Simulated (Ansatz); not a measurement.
# CH3BClFO (SMILES OC(F)BCl) at B3LYP/6-31G(d) (spherical functions)

What is the vertical singlet–triplet gap of CH3BClFO at B3LYP/6-31G* (spherical functions)? 

Program for the calculation: Ansatz 0.2.0.

136 further runs of the same task are left out: 136 set aside as unsound or not needed.

## (1) Starting point

CH3BClFO: 8 atoms, total charge 0, spin state singlet. As SMILES, `OC(F)BCl`. The shape is that of a PBE0-D4/def2-TZVP optimisation. This is one conformer, not always the lowest.

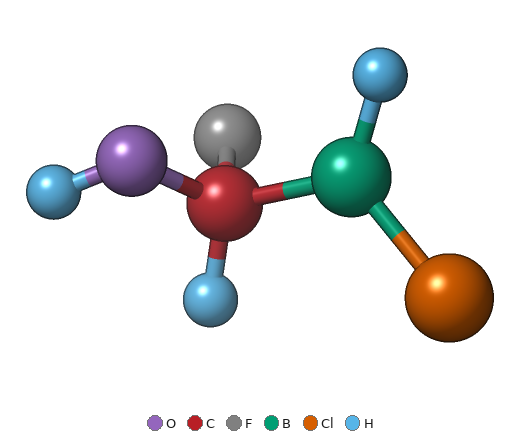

The structure, seen from a chosen angle (oxygen purple, carbon red, fluorine grey, boron teal, chlorine orange, hydrogen blue).

## (2) A single-point energy at B3LYP/6-31G(d) (spherical functions)

Contents of run.yaml:

```yaml
crystal:
  periodic: [false, false, false]
  atoms:
    - {symbol: O, position_ang: [-0.045500, 0.346900, 1.395700]}
    - {symbol: C, position_ang: [0.458900, 0.058800, 0.147300]}
    - {symbol: F, position_ang: [1.315100, -1.045400, 0.209200]}
    - {symbol: B, position_ang: [-0.767200, -0.356700, -0.774700]}
    - {symbol: Cl, position_ang: [-1.105700, 0.541100, -2.217200]}
    - {symbol: H, position_ang: [0.620500, 0.802400, 1.920200]}
    - {symbol: H, position_ang: [1.073200, 0.877500, -0.246600]}
    - {symbol: H, position_ang: [-1.457200, -1.281600, -0.489900]}
basis:
  gaussian: {orbitals: 6-31G_st_-spherical.json}
hamiltonian: {xc: {name: B3LYP}}
accuracy: high
output: {orbitals: {seedname: orbitals}}
```

The basis set 6-31G* is read from a file made from the Basis Set Exchange's data (not shown).

On the command line:

```bash
$ ansatz run run.yaml --threads 1 --pin off --max-ram 3480MiB --events-out events.jsonl --progress --plain --runs-dir runs
```

What it wrote:

```text
Warning: RAYON_NUM_THREADS=1 ignored (pool sized by the plan → 1); use --threads N
Functional definition: B3LYP
  name "B3LYP"
  parameter a0 = 0.2
  parameter ax = 0.72
  parameter ac = 0.81
  exchange = (1 - a0 - ax)*slater_x + ax*b88_x + a0*exact_x
  correlation = (1 - ac)*vwn_rpa_c + ac*lyp_c
1833 factors; integrals over basis functions are off by at most 3.5e-9 eV
mean field evaluation 1: about -19045.4215 eV, gradient 4.2e1 eV
mean field evaluation 2: about -19042.7596 eV, gradient 5.8e1 eV
mean field evaluation 4: about -19048.5339 eV, gradient 2.3e0 eV
mean field evaluation 8: about -19048.7312 eV, gradient 2.6e-1 eV
mean field evaluation 16: about -19048.7314 eV, gradient 2.5e-5 eV
mean field -19048.73139605 eV, -700.0279671111 hartree, gradient 4.6e-8 eV, S^2 0.000000; 0 other end points of the search recorded, 0 dependent functions left out
reference -19048.73143109 eV, -700.0279683988 hartree; 24, 24 occupied and 56, 56 virtual orbitals, 1833 factors
Total energy: -19048.73143109 eV, -700.0279683988 hartree
```

It took 6.6 s on 1 thread of Arm Neoverse V2, shared host; peak memory 0.26 GiB.

## (3) The triplet at the same level

Contents of job.yaml:

```yaml
basis:
  gaussian: {orbitals: 6-31G_st_-spherical.json}
crystal:
  periodic: [false, false, false]
  atoms:
    - {symbol: O, position_ang: [-0.045500, 0.346900, 1.395700]}
    - {symbol: C, position_ang: [0.458900, 0.058800, 0.147300]}
    - {symbol: F, position_ang: [1.315100, -1.045400, 0.209200]}
    - {symbol: B, position_ang: [-0.767200, -0.356700, -0.774700]}
    - {symbol: Cl, position_ang: [-1.105700, 0.541100, -2.217200]}
    - {symbol: H, position_ang: [0.620500, 0.802400, 1.920200]}
    - {symbol: H, position_ang: [1.073200, 0.877500, -0.246600]}
    - {symbol: H, position_ang: [-1.457200, -1.281600, -0.489900]}
magnetization: {spin_polarized: true, initial_magnetization: 2}
hamiltonian: {xc: {name: B3LYP}}
accuracy: high
output: {orbitals: {seedname: orbitals}}
```

The basis set 6-31G* is read from a file made from the Basis Set Exchange's data (not shown).

On the command line:

```bash
$ ansatz run job.yaml --threads 1 --pin off --max-ram 3480MiB --events-out events.jsonl --progress --plain --runs-dir runs
```

What it wrote:

```text
Warning: RAYON_NUM_THREADS=1 ignored (pool sized by the plan → 1); use --threads N
Functional definition: B3LYP
  name "B3LYP"
  parameter a0 = 0.2
  parameter ax = 0.72
  parameter ac = 0.81
  exchange = (1 - a0 - ax)*slater_x + ax*b88_x + a0*exact_x
  correlation = (1 - ac)*vwn_rpa_c + ac*lyp_c
1833 factors; integrals over basis functions are off by at most 3.5e-9 eV
mean field evaluation 1: about -19038.7676 eV, gradient 3.4e1 eV
mean field evaluation 2: about -19023.7947 eV, gradient 6.5e1 eV
mean field evaluation 4: about -19043.6203 eV, gradient 5.9e0 eV
mean field evaluation 8: about -19044.0962 eV, gradient 1.4e0 eV
mean field evaluation 16: about -19044.1101 eV, gradient 5.1e-3 eV
mean field evaluation 32: about -19044.1101 eV, gradient 1.8e-7 eV
mean field -19044.11005548 eV, -699.8581359776 hartree, gradient 5.4e-8 eV, S^2 2.003422; 2 other end points of the search recorded, 0 dependent functions left out
reference -19044.11009039 eV, -699.8581372603 hartree; 25, 23 occupied and 55, 57 virtual orbitals, 1833 factors
Total energy: -19044.11009039 eV, -699.8581372603 hartree
```

Run time: 15 s. Hardware: 1 thread of Arm Neoverse V2, shared host; peak memory 0.38 GiB.

## (4) Outcome

Level: B3LYP/6-31G* (spherical functions).

```
                                        quantity          value
                           singlet: total energy  -700.02797 Eh
                            singlet: HOMO energy       -8.14 eV
                            singlet: LUMO energy       -1.74 eV
                          singlet: HOMO–LUMO gap        6.41 eV
                           triplet: total energy  -699.85814 Eh
     triplet: HOMO energy (highest over α and β)       -3.54 eV
                                   triplet: ⟨S²⟩          2.003
vertical energy of the triplet above the singlet       4.621 eV
```

**Reading.** At this shape the triplet lies 4.62 eV (446 kJ/mol) above the singlet.
